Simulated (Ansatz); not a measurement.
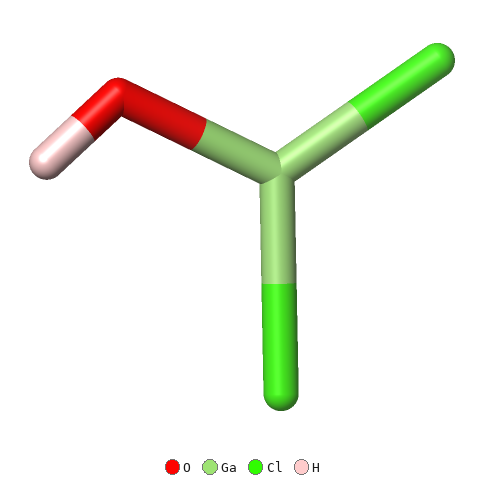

The picture shows the input geometry.

Ansatz 0.2.0 input:

```yaml
crystal:
  periodic: [false, false, false]
  atoms:
    - {symbol: O, position_ang: [0.240244, 1.355982, 0.233631]}
    - {symbol: Ga, position_ang: [0.144923, -0.404182, 0.077140]}
    - {symbol: Cl, position_ang: [1.402398, -1.551267, 0.987004]}
    - {symbol: Cl, position_ang: [-1.413668, -1.180956, -1.157896]}
    - {symbol: H, position_ang: [-0.441362, 1.812103, -0.266316]}
basis:
  gaussian: {orbitals: def2-TZVPP}
correlation: {method: ccsd_t}
```

Result:

```
Functional definition: HF
  name "HF"
  cite "Fock, Z. Phys. 61, 126 (1930) doi:10.1007/BF01340294"
  parent pbe
  exchange = exact_x
  correlation = 0
1104 factors; integrals over basis functions are off by at most 9.4e-4 eV
mean field evaluation 1: about -79396.8005 eV, gradient 4.0e1 eV
mean field evaluation 2: about -79396.9314 eV, gradient 4.1e1 eV
mean field evaluation 4: about -79399.9421 eV, gradient 2.7e0 eV
mean field evaluation 8: about -79399.9749 eV, gradient 2.3e-1 eV
mean field evaluation 16: about -79396.8015 eV, gradient 4.0e1 eV
mean field -79399.97513350 eV, -2917.8952669198 hartree, gradient 2.4e-6 eV, S^2 0.000000; 0 other end points of the search recorded, 0 dependent functions left out
20 core orbitals not correlated: weight in the atoms' cores, before any rotation towards them, 1.000 or more for the frozen orbitals, at most 0.000 for the correlated occupied ones
reference -79399.97513350 eV, -2917.8952669198 hartree; 17, 17 occupied and 140, 140 virtual orbitals, 1104 factors
second order -22.71784125 eV of doubles, -0.00000000 eV of singles
cycle   1  -22.68117999 eV  change    3.7e-2 eV  update   1.1e-1
cycle   2  -23.24959687 eV  change   -5.7e-1 eV  update   3.1e-2
cycle   3  -23.36236420 eV  change   -1.1e-1 eV  update   1.6e-2
cycle   4  -23.35020779 eV  change    1.2e-2 eV  update   4.1e-3
cycle   5  -23.34673949 eV  change    3.5e-3 eV  update   2.0e-3
cycle   6  -23.34747393 eV  change   -7.3e-4 eV  update   6.0e-4
cycle   7  -23.34736018 eV  change    1.1e-4 eV  update   2.4e-4
cycle   8  -23.34733823 eV  change    2.2e-5 eV  update   6.5e-5
cycle   9  -23.34736759 eV  change   -2.9e-5 eV  update   2.1e-5
perturbative correction -0.96586267 eV, -0.0354947984 hartree
Total energy: -79424.28836376 eV, -2918.7887616519 hartree
```
